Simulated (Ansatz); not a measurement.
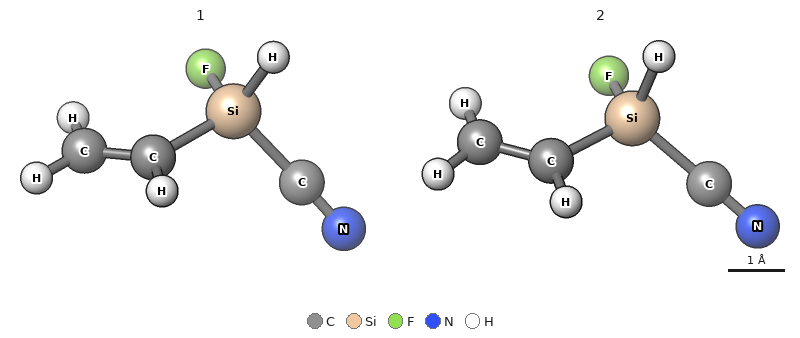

Two geometries of C$_{3}$H$_{4}$FNSi (coarse preliminary run), drawn at one scale. One is the start of a relaxation, the other its converged end. A ball-and-stick model, seen at a tilt.

These are results of RKS PBE-D4/def2-SVP in Ansatz, not measurements. (force threshold 0.03 eV/Å; at most 200 steps)

> Which of the two is the end point?

Structure 1 is the relaxed one. The start comes from a force field. An H atom moves most after the best rigid fit: 0.41 Å. By element the largest moves are H 0.41 Å, N 0.31 Å, C 0.20 Å, Si 0.17 Å, F 0.17 Å. Some distances before and after: C–H 1.052 → 1.104 Å, F–Si 1.598 → 1.637 Å, C–Si 1.827 → 1.856 Å, C–H 1.085 → 1.104 Å. Bond angles that change, for instance: Si–C–H 111.2° → 118.7°, C–Si–H 108.9° → 115.3°, C–C–H 115.9° → 121.9°. Groups turn about C–Si by about 20°. After 7 accepted moves (8 points after the start) the energy has fallen by 7.04 kcal/mol. Largest force component: 2.6 eV/Å at the start, 0.024 eV/Å at the end. The line search rejected the trial step at point 3 of the run.
